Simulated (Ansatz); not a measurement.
**C₂H₁₁AlO₂Si: how energies converge with the basis set**

Aim: see how fast density functionals converge with the basis set for C₂H₁₁AlO₂Si.

Program: Ansatz 0.2.0, Gaussian basis. Level of theory: one geometry, several basis sets. These are calculated values, not measurements.

Levels to be run: PBE0-D4/def2-SVP; ωB97M-V/def2-SVP; PBE0-D4/def2-QZVPP; ωB97M-V/def2-QZVPP; the functionals' def2-TZVPP values are taken from earlier runs.

### 1 The geometry

The geometry comes from an earlier relaxation with PBE0-D4 in a triple-zeta def2 set; it is a stationary point, not always the lowest conformer.

SMILES `[CH3][Al-]([CH3])([OH])[OH+][SiH3]`, 17 atoms, charge 0, spin multiplicity 1.

Atoms are counted from 1 here; the program's logs count them from 0.

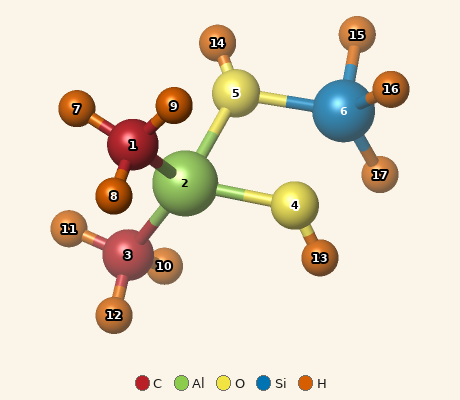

The geometry (carbon red, aluminium green, oxygen yellow, silicon blue, hydrogen orange); atoms are numbered from 1 in the order of the file.

### 2 PBE0-D4 in def2-SVP

in.yaml

```yaml
crystal:
  periodic: [false, false, false]
  atoms:
    - {symbol: C, position_ang: [-0.470544, -2.125687, 0.936959]}
    - {symbol: Al, position_ang: [0.304641, -0.575725, 0.038685]}
    - {symbol: C, position_ang: [1.750685, -0.740260, -1.268418]}
    - {symbol: O, position_ang: [0.422766, 0.915369, 1.067363]}
    - {symbol: O, position_ang: [-1.084441, 0.529695, -0.619771]}
    - {symbol: Si, position_ang: [-1.007733, 2.066216, 0.239025]}
    - {symbol: H, position_ang: [-0.902626, -2.837933, 0.225570]}
    - {symbol: H, position_ang: [0.282535, -2.678579, 1.508165]}
    - {symbol: H, position_ang: [-1.261980, -1.840998, 1.636794]}
    - {symbol: H, position_ang: [2.001455, 0.214436, -1.741477]}
    - {symbol: H, position_ang: [1.495003, -1.441785, -2.069795]}
    - {symbol: H, position_ang: [2.667945, -1.123882, -0.808331]}
    - {symbol: H, position_ang: [1.233375, 1.379081, 1.274266]}
    - {symbol: H, position_ang: [-1.780517, 0.440321, -1.271541]}
    - {symbol: H, position_ang: [-2.112706, 2.632604, -0.629460]}
    - {symbol: H, position_ang: [-1.631521, 2.144610, 1.579937]}
    - {symbol: H, position_ang: [0.074764, 3.042316, -0.057970]}
basis:
  gaussian: {orbitals: def2-SVP}
hamiltonian: {xc: pbe0, dispersion: d4}
output: {orbitals: {seedname: orbitals}}
```

The run is started by

```console
$ ansatz run in.yaml --threads 4 --pin off --events-out ev --progress --plain --max-ram 11315MiB
```

The log of the run:

```text
Functional definition: PBE0
  name "PBE0"
  cite "Adamo & Barone, J. Chem. Phys. 110, 6158 (1999) doi:10.1063/1.478522"
  cite "Perdew, Burke & Ernzerhof, Phys. Rev. Lett. 77, 3865 (1996) doi:10.1103/PhysRevLett.77.3865"
  parent pbe
  parameter a = 0.25
  parameter kappa = 0.804
  parameter beta = 0.06672455060314922
  exchange = (1 - a)*pbe_x(kappa = kappa, mu = beta*pi^2/3) + a*exact_x
  correlation = pbe_c(beta = beta)
1662 factors; their error is unknown
mean field evaluation 1: about -20788.8961 eV, gradient 8.1e1 eV
mean field evaluation 2: about -20781.6685 eV, gradient 1.0e2 eV
mean field evaluation 4: about -20802.4893 eV, gradient 3.4e0 eV
mean field evaluation 8: about -20802.5166 eV, gradient 7.1e-2 eV
mean field evaluation 16: about -20802.6656 eV, gradient 1.1e-5 eV
mean field -20802.66555432 eV, -764.4838585682 hartree, gradient 1.1e-5 eV, S^2 0.000000; 0 other end points of the search recorded, 0 dependent functions left out
reference -20802.66558963 eV, -764.4838598656 hartree; 33, 33 occupied and 114, 114 virtual orbitals, 1662 factors
Total energy: -20802.99214254 eV, -764.4958604638 hartree
```

It took 2.5 s on 4 threads of Arm Neoverse V1, shared host.

### 3 ωB97M-V in def2-SVP

in.yaml, as its differences from that of step 2:

```diff
@@ -22,3 +22,3 @@
   gaussian: {orbitals: def2-SVP}
-hamiltonian: {xc: pbe0, dispersion: d4}
+hamiltonian: {xc: {name: wB97M-V}}
 output: {orbitals: {seedname: orbitals}}
```

Same command.

The log of the run, cut to the lines that bear on the results:

```text
Functional definition: wB97M-V
  name "wB97M-V"
  cite "Mardirossian & Head-Gordon, J. Chem. Phys. 144, 214110 (2016) doi:10.1063/1.4952647"
  cite "Becke, J. Chem. Phys. 107, 8554 (1997) doi:10.1063/1.475007"
  cite "Vydrov & Van Voorhis, J. Chem. Phys. 133, 244103 (2010) doi:10.1063/1.3521275"
  # Of w^i u^j: cxij and so on, Table III.
[...]
  gx(w, u) = 1 - cx + cx01*u + cx10*w
  gss(w, u) = css00 + css04*u^4 + css10*w + css20*w^2 + css43*w^4*u^3
  gos(w, u) = cos00 + cos10*w + (cos20 + cos21*u)*w^2 + (cos60 + cos61*u)*w^6
[...]
      + integral(e_c_pw_mod_opposite_spin*gos(b97_w_opposite, b97_u_opposite)) + vv10(b, c)
1643 factors; their error is unknown
457 factors; integrals over basis functions are off by at most 7.8e-6 eV
[...]
mean field -20812.27573685 eV, -764.8370262619 hartree, gradient 1.5e-5 eV, S^2 0.000000; 0 other end points of the search recorded, 0 dependent functions left out
reference -20812.27579233 eV, -764.8370283008 hartree; 33, 33 occupied and 114, 114 virtual orbitals, 1643 factors
Total energy: -20812.27579233 eV, -764.8370283008 hartree
```

Wall time 11 s (4 threads of Arm Neoverse V1, shared host).

### 4 PBE0-D4 in def2-QZVPP

in.yaml, as its differences from that of step 3:

```diff
@@ -21,4 +21,4 @@
 basis:
-  gaussian: {orbitals: def2-SVP}
-hamiltonian: {xc: {name: wB97M-V}}
+  gaussian: {orbitals: "def2-QZVPP.json"}
+hamiltonian: {xc: pbe0, dispersion: d4}
 output: {orbitals: {seedname: orbitals}}
```

Same command.

The log of the run:

```text
Functional definition: PBE0
  name "PBE0"
  cite "Adamo & Barone, J. Chem. Phys. 110, 6158 (1999) doi:10.1063/1.478522"
  cite "Perdew, Burke & Ernzerhof, Phys. Rev. Lett. 77, 3865 (1996) doi:10.1103/PhysRevLett.77.3865"
  parent pbe
  parameter a = 0.25
  parameter kappa = 0.804
  parameter beta = 0.06672455060314922
  exchange = (1 - a)*pbe_x(kappa = kappa, mu = beta*pi^2/3) + a*exact_x
  correlation = pbe_c(beta = beta)
2190 factors; their error is unknown
mean field evaluation 1: about -20797.4459 eV, gradient 1.0e2 eV
mean field evaluation 2: about -20782.5666 eV, gradient 1.3e2 eV
mean field evaluation 4: about -20816.1301 eV, gradient 6.6e0 eV
mean field evaluation 8: about -20816.2207 eV, gradient 1.6e-1 eV
mean field evaluation 16: about -20816.2306 eV, gradient 5.0e-5 eV
mean field -20816.23056578 eV, -764.9823635446 hartree, gradient 5.0e-5 eV, S^2 0.000000; 0 other end points of the search recorded, 0 dependent functions left out
reference -20816.23061958 eV, -764.9823655215 hartree; 33, 33 occupied and 665, 665 virtual orbitals, 2190 factors
Total energy: -20816.55717249 eV, -764.9943661197 hartree
```

Run time: 29 s. Hardware: 4 threads of Arm Neoverse V1, shared host; peak memory 3.5 GiB.

### 5 ωB97M-V in def2-QZVPP

in.yaml, as its differences from that of step 4:

```diff
@@ -22,3 +22,3 @@
   gaussian: {orbitals: "def2-QZVPP.json"}
-hamiltonian: {xc: pbe0, dispersion: d4}
+hamiltonian: {xc: {name: wB97M-V}}
 output: {orbitals: {seedname: orbitals}}
```

Launched as before.

The log of the run, cut to the lines that bear on the results:

```text
Functional definition: wB97M-V
  name "wB97M-V"
  cite "Mardirossian & Head-Gordon, J. Chem. Phys. 144, 214110 (2016) doi:10.1063/1.4952647"
  cite "Becke, J. Chem. Phys. 107, 8554 (1997) doi:10.1063/1.475007"
  cite "Vydrov & Van Voorhis, J. Chem. Phys. 133, 244103 (2010) doi:10.1063/1.3521275"
  # Of w^i u^j: cxij and so on, Table III.
[...]
  gx(w, u) = 1 - cx + cx01*u + cx10*w
  gss(w, u) = css00 + css04*u^4 + css10*w + css20*w^2 + css43*w^4*u^3
  gos(w, u) = cos00 + cos10*w + (cos20 + cos21*u)*w^2 + (cos60 + cos61*u)*w^6
[...]
      + integral(e_c_pw_mod_opposite_spin*gos(b97_w_opposite, b97_u_opposite)) + vv10(b, c)
2127 factors; their error is unknown
598 factors; integrals over basis functions are off by at most 7.7e-6 eV
[...]
mean field -20826.08007061 eV, -765.3443261710 hartree, gradient 4.5e-5 eV, S^2 0.000000; 0 other end points of the search recorded, 0 dependent functions left out
reference -20826.08015675 eV, -765.3443293363 hartree; 33, 33 occupied and 665, 665 virtual orbitals, 2127 factors
Total energy: -20826.08015675 eV, -765.3443293363 hartree
```

It took 59 s on 4 threads of Arm Neoverse V1, shared host; peak memory 4.3 GiB.

### 6 Functionals by basis

The def2-TZVPP values come from earlier runs at the same geometry.

```csv
functional,basis,functions,energy (eV),from the largest (eV),HOMO (eV),LUMO (eV)
PBE0-D4,def2-SVP,147,-20802.9921,13.565,-7.22,0.47
PBE0-D4,def2-TZVPP,362,-20815.6946,0.863,-7.29,-0.03
PBE0-D4,def2-QZVPP,698,-20816.5572,0.000,-7.30,-0.31
ωB97M-V,def2-SVP,147,-20812.2758,13.804,-9.46,2.08
ωB97M-V,def2-TZVPP,362,-20825.2705,0.810,-9.53,1.41
ωB97M-V,def2-QZVPP,698,-20826.0802,0.000,-9.55,0.84
```

### 7 What came out

| quantity | value |
| --- | --- |
| PBE0-D4: double and triple zeta above quadruple | 13.57, 0.86 eV |
| ωB97M-V: double and triple zeta above quadruple | 13.80, 0.81 eV |

**Reading.** For PBE0-D4 the step from double to triple zeta gains 12.70 eV and the next only 0.86 eV. Total energies overstate the basis error of differences, where much of it tends to cancel. The LUMO of ωB97M-V is positive and keeps falling with the basis (2.08 to 0.84 eV): an unbound level that the basis holds in place.

For PBE0-D4 the largest set took about 11 times as long as the smallest (29 s against 2.5 s).
